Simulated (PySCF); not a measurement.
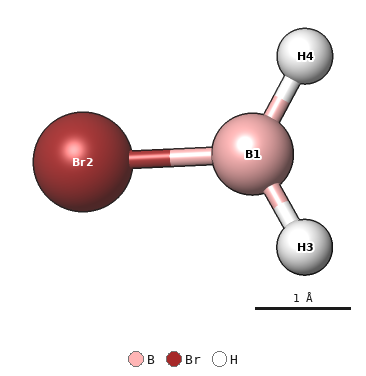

The structure as given in the input (ball-and-stick view, seen at a tilt; atoms are numbered from 1 in the order of the input).

**Excited-state calculation, with input and output: BH2Br**

The run: excited-state calculation of BH2Br, SMILES BBr. Method and program: TDDFT PBE0/def2-SVPD, vertical, gas phase, core orbitals frozen in the response (PySCF 2.14.0).

The geometry comes from this level: GFN2-xTB.

### Log
```
coarse grid: 17456 points
cycle   1  E = -2599.5438385902  dE = -1.014e+00  |g| = 1.284e-01  |ddm| = 2.102e+00
cycle   2  E = -2599.5464342276  dE = -2.596e-03  |g| = 5.702e-02  |ddm| = 2.152e-01
cycle   3  E = -2599.5467795586  dE = -3.453e-04  |g| = 1.565e-02  |ddm| = 6.796e-02
cycle   4  E = -2599.5468538730  dE = -7.431e-05  |g| = 7.683e-03  |ddm| = 2.452e-02
cycle   5  E = -2599.5468700465  dE = -1.617e-05  |g| = 1.007e-03  |ddm| = 9.963e-03
cycle   6  E = -2599.5468702166  dE = -1.701e-07  |g| = 1.967e-04  |ddm| = 1.707e-03
final grid: 35032 points
cycle   7  E = -2599.5468582757  dE = -3.802e-09  |g| = 2.073e-04  |ddm| = 6.687e-04
cycle   8  E = -2599.5468582751  dE =  6.089e-10  |g| = 2.268e-04  |ddm| = 5.234e-04
cycle   9  E = -2599.5468582835  dE = -8.349e-09  |g| = 1.860e-05  |ddm| = 2.565e-04
cycle  10  E = -2599.5468582835  dE = -7.549e-11  |g| = 3.161e-06  |ddm| = 2.318e-05
```

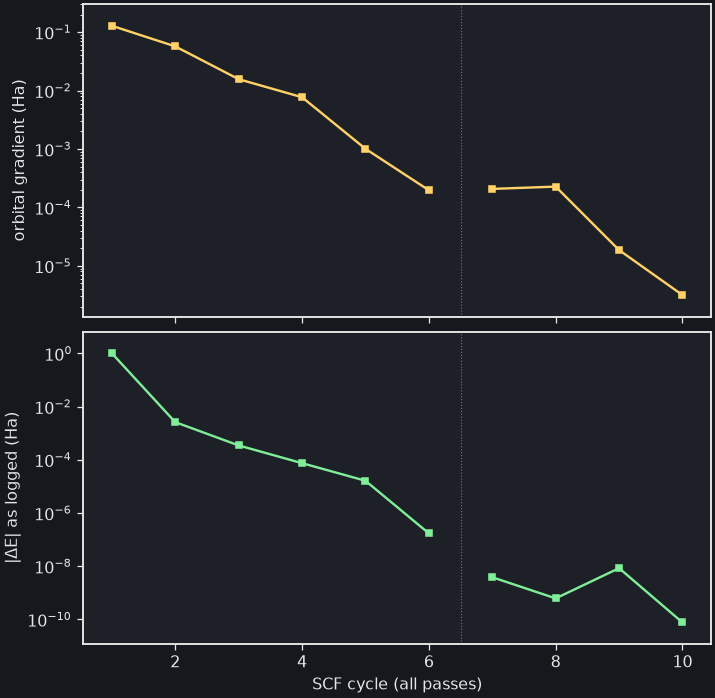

Convergence of the self-consistent field: orbital gradient and size of the energy change against the SCF cycle. The dotted line marks the change from a coarse to the final integration grid. The first 6 cycles use a coarse grid, the final grid takes over at cycle 7, and the field converges after 10 cycles in all.

```
converged SCF energy = -2599.5468582835

Static polarisability (au): isotropic 36.056, principal 29.511 32.760 45.897

Singlet excitations
state   eV       nm        f      main configurations
  1   4.5398    273.1   0.00000   H->L 0.99
  2   6.6676    186.0   0.13270   H-1->L 0.96
  3   7.0892    174.9   0.00230   H-2->L 0.99
  4   7.3101    169.6   0.00000   H-3->L 0.99
  5   7.5839    163.5   0.03702   H->L+1 0.95
  6   7.9274    156.4   0.01084   H->L+2 0.94

Triplet excitations (Tamm-Dancoff, eV): 4.1574 5.2020
```

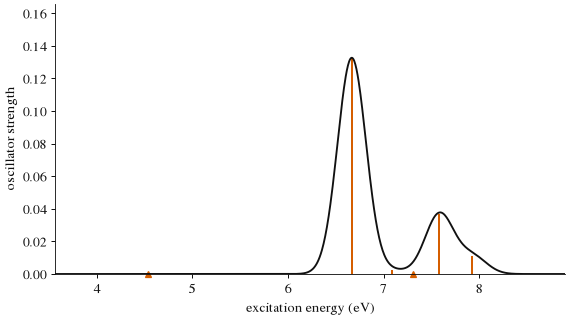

Computed excitations as sticks (degenerate states added up, dark ones marked on the axis), with a Gaussian envelope of 0.35 eV full width at half maximum, scaled to the tallest. Of the 6 states the lowest lies at 4.54 eV (f = 0.000); the strongest line is at 6.67 eV, or 186 nm (f = 0.133).

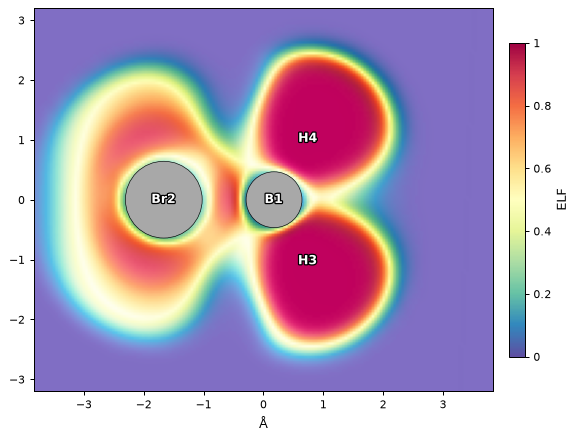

ELF on the molecular plane. Grey discs, where drawn, cover atomic cores. The plane passes through B, Br and H nuclei. B–Br (1.84 Å): the ELF peaks at about 0.90 between the atoms (a shared but strongly polarised pair).

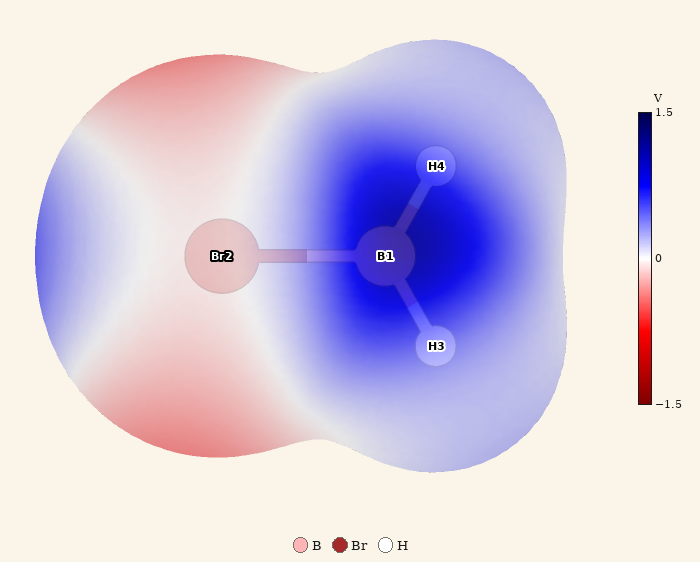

The electrostatic potential painted on the density surface at 0.001 e/bohr³, seen face on; red is negative and blue positive.

This output came from the following input.

### Input
```
{"job": {"kind": "uv", "xc": "PBE0", "basis": "def2-SVPD", "nstates": 6, "ntriplets": 2}, "charge": 0, "multiplicity": 1}
B     -0.170618     0.012710    -0.192147
Br     1.637831    -0.108947    -0.519325
H     -0.764052     0.926154    -0.617917
H     -0.692927    -0.825145     0.434896
```

The first line tells a small driver script what to run in PySCF; the rest is the geometry in Å.

Launched with:
```bash
OMP_NUM_THREADS=1 python <driver script> task.json out
```

### Key numbers

- outcome: converged
- total energy: −2599.546858 hartree
- HOMO: −8.22 eV
- LUMO: −1.95 eV
- dipole moment: 0.35 D
- mean polarisability: 36.06 a.u.
- lowest singlet excitation: 4.54 eV
- hardware: 1 CPU thread, shared host
- wall time: 4.1 s
- peak memory: 0.33 GiB

### Remarks

Spin–orbit coupling is left out, which matters for the heavy atoms.
